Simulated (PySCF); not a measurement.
C5H13NSi (SMILES C=C(C)CN(C)[SiH3])

```xyz
20

C     2.1067    1.0572    0.4785
C     1.2388    0.0976    0.1413
C     1.4718   -0.8620   -0.9838
C    -0.0556   -0.0870    0.9007
N    -1.2220   -0.0597    0.0423
C    -1.4798    1.2177   -0.5786
Si   -2.4655   -1.2642    0.1611
H     3.0584    1.1806   -0.0464
H     1.8948    1.7482    1.3001
H     0.6504   -0.8020   -1.7154
H     1.4793   -1.9015   -0.6134
H     2.4228   -0.6691   -1.4987
H    -0.1212    0.6798    1.6990
H    -0.0201   -1.0673    1.4095
H    -2.3244    1.1421   -1.2802
H    -1.7230    2.0104    0.1578
H    -0.6015    1.5647   -1.1511
H    -1.8063   -2.5725    0.4556
H    -3.4945   -1.0279    1.2327
H    -3.1955   -1.3161   -1.1425
```

Geometry: PBE0-D3(BJ)/def2-SVP.

All numbers below come from PySCF 2.14.0, PBE0/pcSseg-1, SCF density, gas phase, non-relativistic.

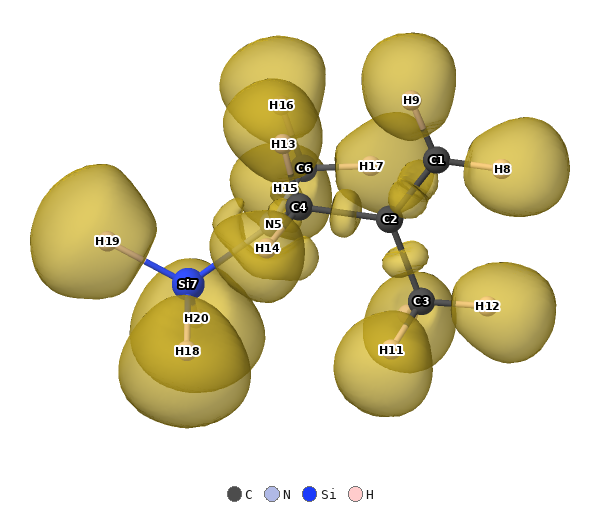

Figure 1. Isosurface of the ELF at 0.85 (yellow), seen at a tilt. Only the valence region is drawn (cores and ρ < 0.01 e/Å³ removed).

Identify the bonds, lone pairs and shells in this picture.

The surface consists of three regions between bonded C–C atoms (shared pairs), two regions between bonded C–N atoms (shared pairs), one region between bonded N–Si atoms (shared pairs) and 13 regions around hydrogen nuclei. Along the contacts the grid gives the following. C–C (1.34 Å): the ELF peaks at about 0.90 between the atoms: a multiple bond. C–N (1.44 Å): the ELF peaks at about 0.95 between the atoms: a shared electron pair.

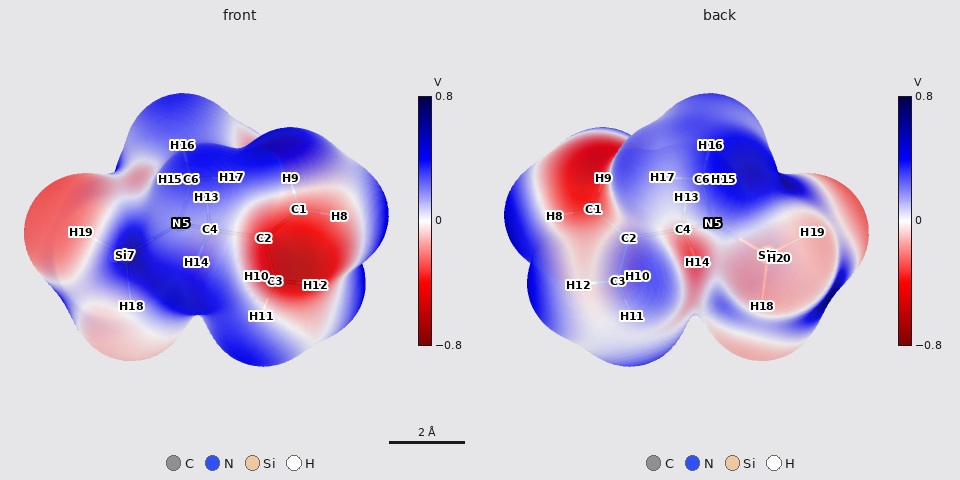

Figure 2. The electrostatic potential painted on the density surface at 0.001 e/bohr³, seen from the front and from behind; the colour scale runs from red (negative) to blue (positive).

Where is the surface potential most negative and most positive?

The most negative region (about −0.6 V) lies over the π face of C1 and C2, the most positive (about +0.7 V) over Si7.

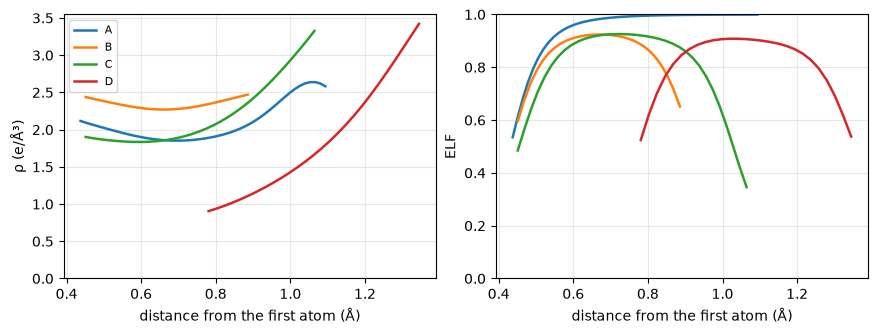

Figure 3. Total electron density and ELF along straight lines between neighbouring atoms. The curves leave out the atomic cores.

Which curve belongs to which contact (C–C, C–H, C–N and Si–N)? The first atom named is at distance zero.

Curve A: C–H (1.09 Å): the density is about 2 e/Å³ at the midpoint; the ELF climbs to about 1 towards the hydrogen, as it does in any bond to H (a covalent bond by its length). Curve B: C–C (1.34 Å): the density is about 2.3 e/Å³ at the midpoint; the ELF peaks at about 0.90 between the atoms; a short, multiple covalent bond. Curve C: C–N (1.44 Å): ρ at the midpoint is about 1.9 e/Å³; the ELF peaks at about 0.95 between the atoms: a shared electron pair. Curve D: Si–N (1.74 Å): the density is about 1.1 e/Å³ at the midpoint; the ELF peaks at about 0.90 between the atoms: a shared but strongly polarised pair.
